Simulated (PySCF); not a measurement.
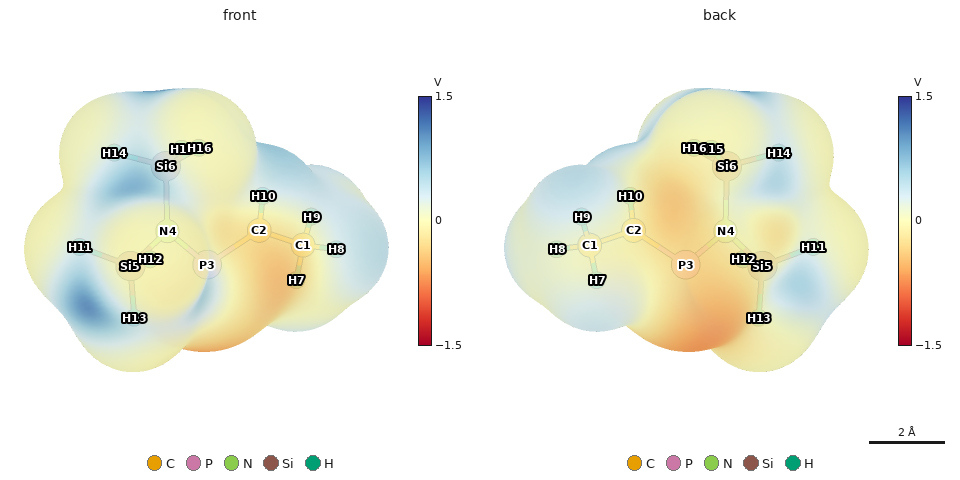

Figure. C2H10NPSi2 (SMILES C/C=P/N([SiH3])[SiH3]). The molecular electrostatic potential painted on the density surface at 0.001 e/bohr³, seen from the front and from behind; the colour scale runs from red (negative) to blue (positive).

Geometry: GFN2-xTB.

Method: CAM-B3LYP/def2-SVPD, SCF density, gas phase in PySCF 2.14.0.

```json
{"atom": "C", "x (Å)": "3.0669", "y (Å)": "0.2591", "z (Å)": "0.2391"}
{"atom": "C", "x (Å)": "1.5769", "y (Å)": "0.2775", "z (Å)": "0.3394"}
{"atom": "P", "x (Å)": "0.6133", "y (Å)": "-0.8626", "z (Å)": "-0.4191"}
{"atom": "N", "x (Å)": "-0.9953", "y (Å)": "-0.3729", "z (Å)": "-0.0808"}
{"atom": "Si", "x (Å)": "-2.1383", "y (Å)": "-1.6585", "z (Å)": "0.2467"}
{"atom": "Si", "x (Å)": "-1.4893", "y (Å)": "1.2943", "z (Å)": "0.0694"}
{"atom": "H", "x (Å)": "3.4055", "y (Å)": "-0.5818", "z (Å)": "-0.3612"}
{"atom": "H", "x (Å)": "3.5171", "y (Å)": "0.1839", "z (Å)": "1.2305"}
{"atom": "H", "x (Å)": "3.4347", "y (Å)": "1.1808", "z (Å)": "-0.2155"}
{"atom": "H", "x (Å)": "1.1459", "y (Å)": "1.0823", "z (Å)": "0.9224"}
{"atom": "H", "x (Å)": "-3.3496", "y (Å)": "-1.3817", "z (Å)": "-0.5221"}
{"atom": "H", "x (Å)": "-2.4285", "y (Å)": "-1.6575", "z (Å)": "1.6828"}
{"atom": "H", "x (Å)": "-1.4906", "y (Å)": "-2.8996", "z (Å)": "-0.1651"}
{"atom": "H", "x (Å)": "-2.8694", "y (Å)": "1.3528", "z (Å)": "-0.4026"}
{"atom": "H", "x (Å)": "-0.5931", "y (Å)": "2.0752", "z (Å)": "-0.7790"}
{"atom": "H", "x (Å)": "-1.4140", "y (Å)": "1.7177", "z (Å)": "1.4713"}
```

### Describe the electrostatic potential map.

The most negative region (about −0.7 V, or −16 kcal/mol for a unit charge) lies over P3, the most positive (about +1.0 V, or +23 kcal/mol for a unit charge) over Si5 and Si6.

### What dipole moment does the calculation give?

Its dipole moment is 0.86 D.
